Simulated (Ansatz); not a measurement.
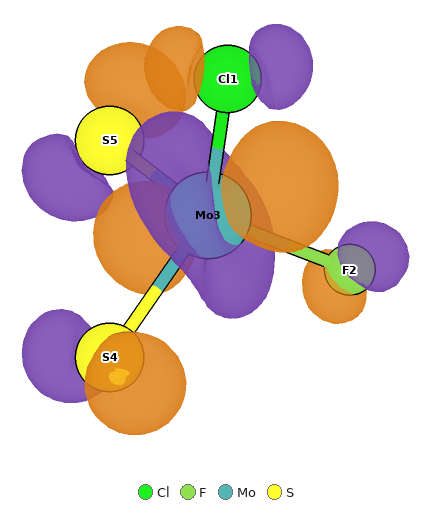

Figure. ClFMoS₂. One frontier orbital at ±0.15 Å⁻³ᐟ² (orange and purple are the two phases), seen at an oblique angle.

Geometry: PBE0-D4/def2-SVP; core potentials replace the inner electrons of Mo.

The calculation used Ansatz 0.2.0, isolated molecule in a Gaussian basis; Kohn-Sham density functional theory, functional PBE0.

```xyz
5

Cl   -0.7800   -0.2393    2.0380
F     0.2120    1.8376   -0.4816
Mo    0.0212    0.0725   -0.0349
S     1.8716   -0.8892   -0.1760
S    -1.2749   -0.8554   -1.3870
```

Which orbital is it: HOMO or LUMO?

Answer. The LUMO, at −3.91 eV. By Hirshfeld shares it lies mainly on Mo3 (about 55 %), S4 (about 15 %), S5 (about 15 %), Cl1 (about 10 %) and F2 (about 5 %).
